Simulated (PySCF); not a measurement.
## Core-level calculation of CH8N2OSi

The run: core-level calculation of CH8N2OSi, SMILES NC(N)(O)[SiH3]. Method and program: delta-SCF UKS SCAN, pcX-2 on the ionised atom, pcseg-1 elsewhere, spin-free X2C (PySCF 2.14.0).

Figures and captions count atoms from 1; the log counts them from 0 in places.

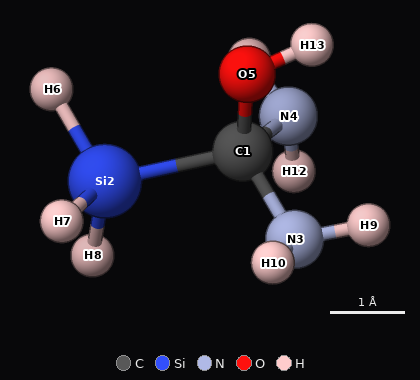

The structure as given in the input (ball-and-stick view, seen at a tilt; atoms are numbered from 1 in the order of the input). Bond lengths as drawn: C–N 1.44 to 1.45 Å, C–O 1.41 Å, C–Si 1.93 Å, H–N 1.02 Å, H–O 0.97 Å and H–Si 1.49 to 1.50 Å.

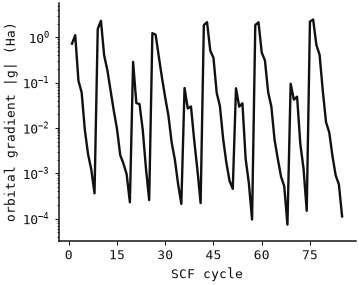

Convergence of the self-consistent field: orbital gradient |g| against the SCF cycle. All cycles printed in the log are drawn one after another.

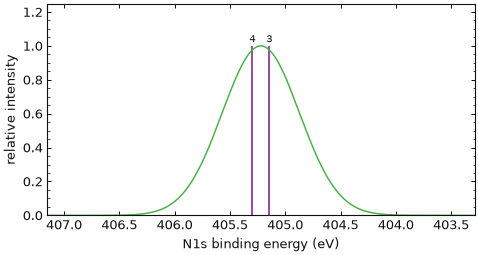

N1s binding energies by ΔSCF of the atoms computed, labelled by atom number, with a Gaussian envelope of 0.8 eV full width. They run from 405.14 eV (atom 3) to 405.30 eV (atom 4).

These pictures come from the run below.

### Input file
```
{"job": {"kind": "xps", "holes": 5}, "charge": 0, "multiplicity": 1}
C     -0.043162     0.157946     0.307358
Si     0.903909    -0.581469    -1.197310
N     -0.681868     1.378845    -0.097439
N     -1.094806    -0.698644     0.813960
O      0.923460     0.291174     1.325459
H      1.556776    -1.857379    -0.773335
H      1.940068     0.358749    -1.726041
H     -0.076038    -0.886733    -2.284170
H     -1.236338     1.746706     0.678597
H      0.016725     2.077583    -0.339233
H     -0.752337    -1.640813     0.988895
H     -1.869118    -0.750316     0.155840
H      0.424581     0.388686     2.151333
```

The first line tells a small driver script what to run in PySCF; the rest is the geometry in Å.

Launched with:
```bash
OMP_NUM_THREADS=1 python <driver script> task.json out
```

### Log
```
ground state, core basis on atom 0 (C), 145 functions
  cycle   1  E = -517.56634288  |g| = 7.22e-01
  cycle   2  E = -517.41978739  |g| = 1.11e+00
  cycle   3  E = -517.66579793  |g| = 1.10e-01
  cycle   4  E = -517.66747952  |g| = 6.07e-02
  cycle   5  E = -517.66824581  |g| = 8.90e-03
  cycle   6  E = -517.66826490  |g| = 2.62e-03
  cycle   7  E = -517.66826826  |g| = 1.20e-03
  cycle   8  E = -517.66826846  |g| = 3.62e-04
  E(ground) = -517.71113836 Eh
hole in C 1s of atom 0
  cycle   1  E = -506.32679905  |g| = 1.52e+00
  cycle   2  E = -505.01142967  |g| = 2.31e+00
[... 9 cycles left out ...]
  E(ion) = -506.93809058 Eh   <S^2> = 0.7756   hole on atom = 1.000   binding energy = 293.150 eV
ground state, core basis on atom 1 (Si), 156 functions
[... 6 cycles left out ...]
  E(ground) = -517.75640508 Eh
hole in Si 2p of atom 1
[... 10 cycles left out ...]
  E(ion) = -513.83522075 Eh   <S^2> = 0.7529   hole on atom = 1.002   binding energy = 106.701 eV
  2p3/2 = 106.497 eV   2p1/2 = 107.120 eV
ground state, core basis on atom 2 (N), 145 functions
[... 6 cycles left out ...]
  E(ground) = -517.71599788 Eh
hole in N 1s of atom 2
[... 10 cycles left out ...]
  E(ion) = -502.82722846 Eh   <S^2> = 0.7652   hole on atom = 1.000   binding energy = 405.144 eV
ground state, core basis on atom 3 (N), 145 functions
[... 6 cycles left out ...]
  E(ground) = -517.71628600 Eh
hole in N 1s of atom 3
[... 11 cycles left out ...]
  E(ion) = -502.82189970 Eh   <S^2> = 0.7655   hole on atom = 1.000   binding energy = 405.297 eV
ground state, core basis on atom 4 (O), 145 functions
[... 6 cycles left out ...]
  E(ground) = -517.73213586 Eh
hole in O 1s of atom 4
[... 1 cycle left out ...]
  cycle   2  E = -496.11348677  |g| = 2.46e+00
  cycle   3  E = -497.71184601  |g| = 6.78e-01
  cycle   4  E = -497.82619218  |g| = 4.10e-01
  cycle   5  E = -497.89917050  |g| = 6.52e-02
  cycle   6  E = -497.90060405  |g| = 1.34e-02
  cycle   7  E = -497.90067183  |g| = 8.01e-03
  cycle   8  E = -497.90070336  |g| = 2.41e-03
  cycle   9  E = -497.90070649  |g| = 9.03e-04
  cycle  10  E = -497.90070623  |g| = 5.68e-04
  cycle  11  E = -497.90070518  |g| = 1.12e-04
  E(ion) = -497.94332293 Eh   <S^2> = 0.7632   hole on atom = 1.000   binding energy = 538.481 eV
```

### Summary

| quantity | value |
| --- | --- |
| outcome | converged |
| hardware | 1 CPU thread, shared host |
| wall time | 43 s |
| peak memory | 0.55 GiB |
